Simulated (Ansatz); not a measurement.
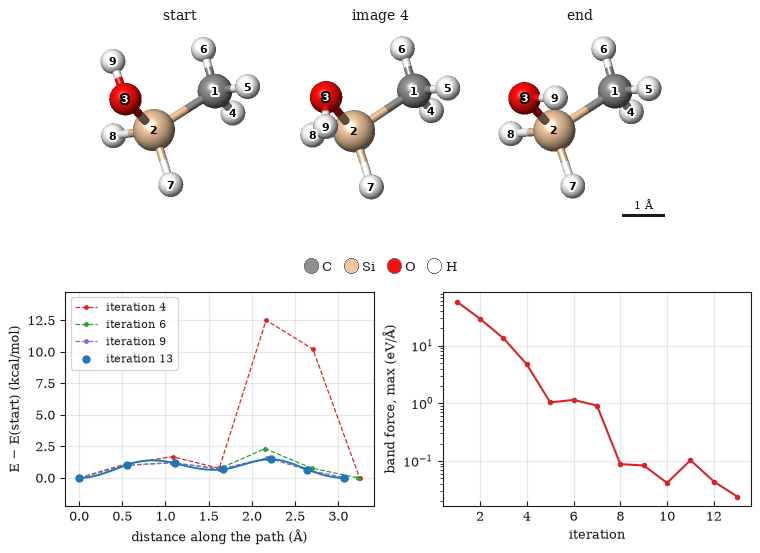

A nudged-elastic-band calculation for CH₆OSi. Images are numbered from 0 (start) to 6 (end). The plot follows the band through its iterations. A ball-and-stick model, seen at a tilt.

The calculation used RKS PBE0/STO-3G (Ansatz 0.2.0). Set-up: 5 movable images; climbing image; force threshold 0.03 eV/Å; iteration limit 60; starting path through a guess of the saddle point.

Question: Did the band converge, and can the barrier be trusted?

Answer: The run is converged, with reservations. The band converged in 13 iterations. The largest component of the band force went from 58 to 0.024 eV/Å. The climbing image converged on the top of the path. Its vibrational analysis gives one imaginary mode (261i cm⁻¹), as a transition state must have. The first iteration put the highest image at 208.62 kcal/mol. The two ends have the same energy, and the highest point, image 4, lies 1.48 kcal/mol above the start. The profile has 2 maxima (images 2, 4) with a dip at image 3 (+0.68 kcal/mol), so the process runs in steps.

Limits of the set-up: STO-3G is a minimal basis, so the numbers are rough.

Cost: 70 s on 1 thread of Intel(R) Xeon(R) 6975P-C (Granite Rapids) (shared host), peak memory 0.18 GiB.
